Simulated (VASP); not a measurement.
Band structure of MnS (rock salt, AFM-II order). All values below come from revPBE GGA, VASP's PBE PAW potentials (set 64) (plane waves; VASP).

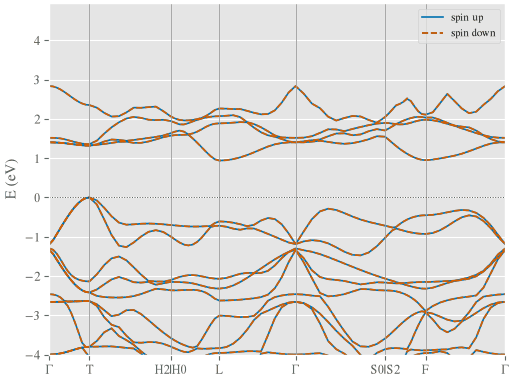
Bands along high-symmetry lines, zero at the valence-band maximum or, without a gap, the Fermi level

Task: Read the plot: is there a gap, and where are the band edges?

Result: The gap is indirect, 0.94 eV, from the valence maximum at T to the conduction minimum at L. (Edges off the drawn lines would not show.)

The compound is MnS in the rock salt, AFM-II order structure. It was relaxed first.
